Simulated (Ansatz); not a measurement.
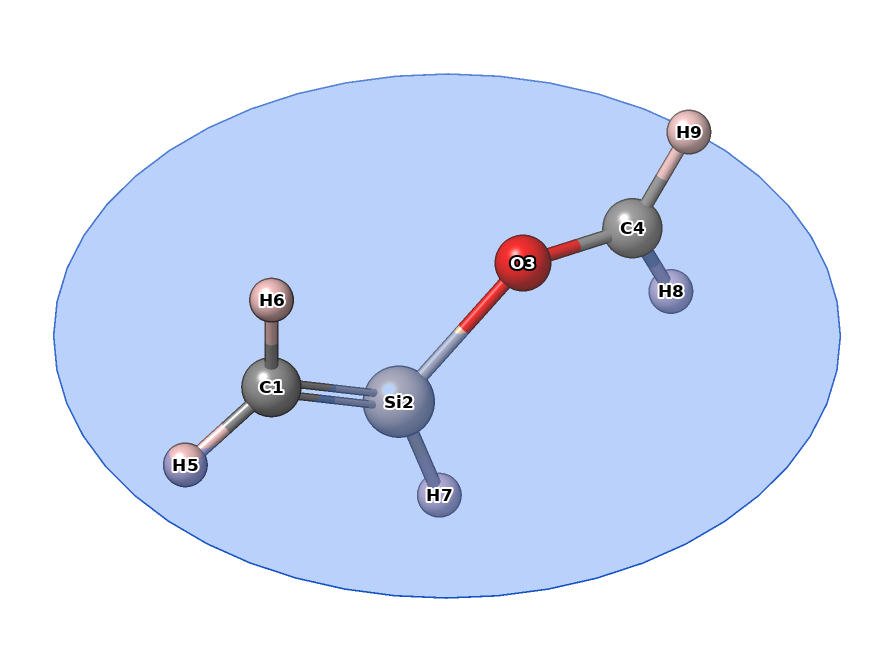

A disc through the centre of mass is drawn in. Depth is shown by fading: the farther an atom, the more it takes the colour of the background. Charge +1, singlet. The geometry was computed by an optimisation with PBE0-D4/def2-TZVP. No frequency run is at hand to confirm it as a minimum.

Question: Is the plane of the disc a mirror plane of the structure?

Answer: No. The point group is Cs, with 1 mirror plane, and this plane isn't one of its mirror planes.
